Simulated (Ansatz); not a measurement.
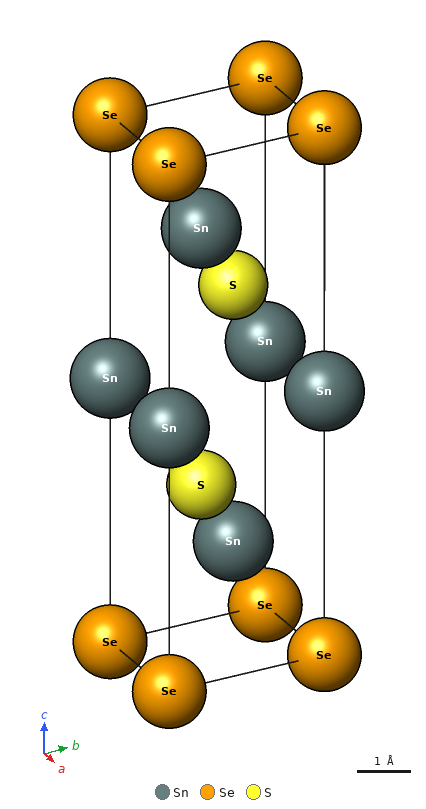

View slightly off an axis, drawn as a spheres-only model. One conventional unit cell is outlined, and atoms on its boundary appear in each equivalent place.

Sn3SeS2, space group P-3m1 (No. 164), a = 4.187 Å, b = 4.187 Å, c = 10.248 Å, α = 90.00°, β = 90.00°, γ = 120.00°. The structure was taken from a structure type filled with these elements by a generator (whether the compound takes this form wasn't checked). Earlier steps of the study, as a rule a relaxation of our own, may have changed the cell and positions, so they can lie some per cent off the listed ones. A calculation with Ansatz used it as input.

This one geometry was computed with Ansatz (DFT, plane waves, PAW) at three levels of theory: PBE, HSE06 and r2SCAN.

### Which level gives the highest pressure at this volume, and what does that say about its equilibrium volume?

Highest: PBE (0.0 GPa), which points to the largest equilibrium volume. Lowest, with the smallest volume: HSE06 (-1.5 GPa) and r2SCAN (-1.1 GPa). Levels within 0.5 GPa of each other can't be told apart.

### How does the band gap change with the level of theory?

r2SCAN: a gap of 0.01 eV, direct; PBE: a gap of 0.12 eV, direct; HSE06: a gap of 0.20 eV, indirect.

### Collect the results in a table.

| level | cutoff (eV) | k-mesh of the run's cell | gap (eV) | pressure (GPa) |
| --- | --- | --- | --- | --- |
| PBE | 420 | 12×12×4 | 0.12 | 0.0 |
| HSE06 | 420 | 6×6×2 | 0.20 | -1.5 |
| r2SCAN | 500 | 12×12×4 | 0.01 | -1.1 |

Gaps are taken on the k-mesh or band path of each run.
